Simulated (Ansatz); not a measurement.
# CH3BFGaO: small, medium and large basis sets

Aim: see how fast density functionals converge with the basis set for CH3BFGaO.

Computed with Ansatz 0.2.0, Gaussian basis. Level: one geometry, several basis sets.

Plan: PBE0-D4/def2-SVP; ωB97M-V/def2-SVP; PBE0-D4/def2-QZVPP; ωB97M-V/def2-QZVPP; the functionals' def2-TZVPP values are taken from earlier runs.

### 1 The relaxed structure

An earlier PBE0-D4 in a triple-zeta def2 set relaxation fixed the geometry.

SMILES `[F][Ga]1[CH2]B[O]1`, 8 atoms, charge 0, spin multiplicity 1.

Atoms are counted from 1 here; the program's logs count them from 0.

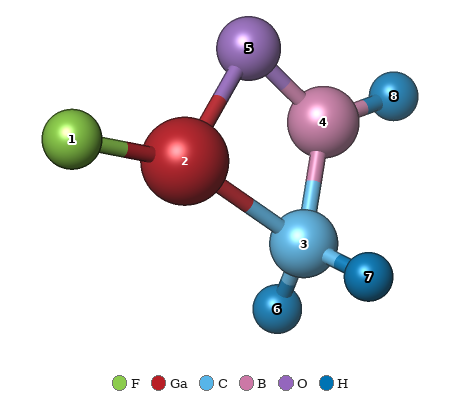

The geometry (colours as in the key); atoms are numbered from 1 in the order of the file.

### 2 PBE0-D4 in def2-SVP

The input, in.yaml:

```yaml
crystal:
  periodic: [false, false, false]
  atoms:
    - {symbol: F, position_ang: [-2.676380, -0.133307, 1.498067]}
    - {symbol: Ga, position_ang: [-1.152511, -0.052455, 0.672328]}
    - {symbol: C, position_ang: [0.778347, 0.201139, 0.450658]}
    - {symbol: B, position_ang: [0.358260, -0.140193, -1.063362]}
    - {symbol: O, position_ang: [-0.973555, -0.361615, -1.163986]}
    - {symbol: H, position_ang: [1.417980, -0.517534, 0.966288]}
    - {symbol: H, position_ang: [1.155455, 1.205766, 0.650680]}
    - {symbol: H, position_ang: [1.092404, -0.201801, -2.010663]}
basis:
  gaussian: {orbitals: def2-SVP}
hamiltonian: {xc: pbe0, dispersion: d4}
output: {orbitals: {seedname: orbitals}}
```

On the command line:

```console
> ansatz run in.yaml --threads 4 --pin off --events-out ev --progress --plain --max-ram 10444MiB
```

Output:

```text
Functional definition: PBE0
  name "PBE0"
  cite "Adamo & Barone, J. Chem. Phys. 110, 6158 (1999) doi:10.1063/1.478522"
  cite "Perdew, Burke & Ernzerhof, Phys. Rev. Lett. 77, 3865 (1996) doi:10.1103/PhysRevLett.77.3865"
  parent pbe
  parameter a = 0.25
  parameter kappa = 0.804
  parameter beta = 0.06672455060314922
  exchange = (1 - a)*pbe_x(kappa = kappa, mu = beta*pi^2/3) + a*exact_x
  correlation = pbe_c(beta = beta)
1018 factors; integrals over basis functions are off by at most 1.1e-3 eV
mean field evaluation 1: about -58870.9293 eV, gradient 7.0e1 eV
mean field evaluation 2: about -58855.3255 eV, gradient 1.1e2 eV
mean field evaluation 4: about -58880.6592 eV, gradient 6.7e0 eV
mean field evaluation 8: about -58880.8836 eV, gradient 2.8e-1 eV
mean field evaluation 16: about -58880.8839 eV, gradient 1.2e-4 eV
mean field -58880.88388632 eV, -2163.8325719256 hartree, gradient 1.8e-5 eV, S^2 0.000000; 0 other end points of the search recorded, 0 dependent functions left out
reference -58880.88391724 eV, -2163.8325730619 hartree; 31, 31 occupied and 72, 72 virtual orbitals, 1018 factors
Total energy: -58881.01986237 eV, -2163.8375689533 hartree
```

Run time: 1.2 s. Hardware: 4 threads of Arm Neoverse V2, shared host.

### 3 ωB97M-V in def2-SVP

Edit in.yaml of step 2 so:

```diff
@@ -13,3 +13,3 @@
   gaussian: {orbitals: def2-SVP}
-hamiltonian: {xc: pbe0, dispersion: d4}
+hamiltonian: {xc: {name: wB97M-V}}
 output: {orbitals: {seedname: orbitals}}
```

Launched as before.

Output (excerpt; [...] marks lines left out):

```text
Functional definition: wB97M-V
  name "wB97M-V"
  cite "Mardirossian & Head-Gordon, J. Chem. Phys. 144, 214110 (2016) doi:10.1063/1.4952647"
  cite "Becke, J. Chem. Phys. 107, 8554 (1997) doi:10.1063/1.475007"
  cite "Vydrov & Van Voorhis, J. Chem. Phys. 133, 244103 (2010) doi:10.1063/1.3521275"
  # Of w^i u^j: cxij and so on, Table III.
[...]
  gx(w, u) = 1 - cx + cx01*u + cx10*w
  gss(w, u) = css00 + css04*u^4 + css10*w + css20*w^2 + css43*w^4*u^3
  gos(w, u) = cos00 + cos10*w + (cos20 + cos21*u)*w^2 + (cos60 + cos61*u)*w^6
[...]
      + integral(e_c_pw_mod_opposite_spin*gos(b97_w_opposite, b97_u_opposite)) + vv10(b, c)
1018 factors; integrals over basis functions are off by at most 1.1e-3 eV
260 factors; integrals over basis functions are off by at most 1.3e-5 eV
[...]
mean field -58889.86492404 eV, -2164.1626189743 hartree, gradient 8.1e-5 eV, S^2 0.000000; 0 other end points of the search recorded, 0 dependent functions left out
reference -58889.86497195 eV, -2164.1626207351 hartree; 31, 31 occupied and 72, 72 virtual orbitals, 1018 factors
Total energy: -58889.86497195 eV, -2164.1626207351 hartree
```

It took 4.8 s on 4 threads of Arm Neoverse V2, shared host.

### 4 PBE0-D4 in def2-QZVPP

Edit in.yaml of step 3 so:

```diff
@@ -12,4 +12,4 @@
 basis:
-  gaussian: {orbitals: def2-SVP}
-hamiltonian: {xc: {name: wB97M-V}}
+  gaussian: {orbitals: "def2-QZVPP.json"}
+hamiltonian: {xc: pbe0, dispersion: d4}
 output: {orbitals: {seedname: orbitals}}
```

The command is unchanged.

Output:

```text
Functional definition: PBE0
  name "PBE0"
  cite "Adamo & Barone, J. Chem. Phys. 110, 6158 (1999) doi:10.1063/1.478522"
  cite "Perdew, Burke & Ernzerhof, Phys. Rev. Lett. 77, 3865 (1996) doi:10.1103/PhysRevLett.77.3865"
  parent pbe
  parameter a = 0.25
  parameter kappa = 0.804
  parameter beta = 0.06672455060314922
  exchange = (1 - a)*pbe_x(kappa = kappa, mu = beta*pi^2/3) + a*exact_x
  correlation = pbe_c(beta = beta)
1499 factors; their error is unknown
mean field evaluation 1: about -58883.9091 eV, gradient 8.4e1 eV
mean field evaluation 2: about -58860.7372 eV, gradient 1.4e2 eV
mean field evaluation 4: about -58896.5623 eV, gradient 1.1e1 eV
mean field evaluation 8: about -58896.7966 eV, gradient 2.2e-1 eV
mean field evaluation 16: about -58896.9496 eV, gradient 1.7e-4 eV
mean field -58896.94957717 eV, -2164.4229751746 hartree, gradient 2.5e-5 eV, S^2 0.000000; 0 other end points of the search recorded, 0 dependent functions left out
reference -58896.94961634 eV, -2164.4229766140 hartree; 31, 31 occupied and 376, 376 virtual orbitals, 1499 factors
Total energy: -58897.08556147 eV, -2164.4279725054 hartree
```

It took 7.5 s on 4 threads of Arm Neoverse V2, shared host; peak memory 1.4 GiB.

### 5 ωB97M-V in def2-QZVPP

Edit in.yaml of step 4 so:

```diff
@@ -13,3 +13,3 @@
   gaussian: {orbitals: "def2-QZVPP.json"}
-hamiltonian: {xc: pbe0, dispersion: d4}
+hamiltonian: {xc: {name: wB97M-V}}
 output: {orbitals: {seedname: orbitals}}
```

Same command.

Output (excerpt; [...] marks lines left out):

```text
Functional definition: wB97M-V
  name "wB97M-V"
  cite "Mardirossian & Head-Gordon, J. Chem. Phys. 144, 214110 (2016) doi:10.1063/1.4952647"
  cite "Becke, J. Chem. Phys. 107, 8554 (1997) doi:10.1063/1.475007"
  cite "Vydrov & Van Voorhis, J. Chem. Phys. 133, 244103 (2010) doi:10.1063/1.3521275"
  # Of w^i u^j: cxij and so on, Table III.
[...]
  gx(w, u) = 1 - cx + cx01*u + cx10*w
  gss(w, u) = css00 + css04*u^4 + css10*w + css20*w^2 + css43*w^4*u^3
  gos(w, u) = cos00 + cos10*w + (cos20 + cos21*u)*w^2 + (cos60 + cos61*u)*w^6
[...]
      + integral(e_c_pw_mod_opposite_spin*gos(b97_w_opposite, b97_u_opposite)) + vv10(b, c)
1494 factors; their error is unknown
325 factors; integrals over basis functions are off by at most 6.5e-6 eV
[...]
mean field -58906.03827710 eV, -2164.7569787364 hartree, gradient 4.4e-5 eV, S^2 0.000000; 0 other end points of the search recorded, 0 dependent functions left out
reference -58906.03834257 eV, -2164.7569811427 hartree; 31, 31 occupied and 376, 376 virtual orbitals, 1494 factors
Total energy: -58906.03834257 eV, -2164.7569811427 hartree
```

It took 17 s on 4 threads of Arm Neoverse V2, shared host; peak memory 1.6 GiB.

### 6 Density functionals: the series

The def2-TZVPP values come from earlier runs at the same geometry.

```
functional       basis  functions  energy (eV)  from the largest (eV)  HOMO (eV)  LUMO (eV)
   PBE0-D4    def2-SVP        103  -58881.0199                 16.066      -8.22      -1.23
   PBE0-D4  def2-TZVPP        214  -58895.5358                  1.550      -8.29      -1.31
   PBE0-D4  def2-QZVPP        407  -58897.0856                  0.000      -8.31      -1.39
   ωB97M-V    def2-SVP        103  -58889.8650                 16.173     -10.48       0.60
   ωB97M-V  def2-TZVPP        214  -58904.5563                  1.482     -10.57       0.44
   ωB97M-V  def2-QZVPP        407  -58906.0383                  0.000     -10.60       0.22
```

### 7 Summary of results

```
                                       quantity           value
PBE0-D4: double and triple zeta above quadruple  16.07, 1.55 eV
ωB97M-V: double and triple zeta above quadruple  16.17, 1.48 eV
```

What this shows: PBE0-D4 gains 14.52 eV from double to triple zeta, then 1.55 eV more. These are total energies; as a rule much of such shifts cancels in differences, which this series doesn't test.

For PBE0-D4 the largest set took about 6 times as long as the smallest (7.5 s against 1.2 s).
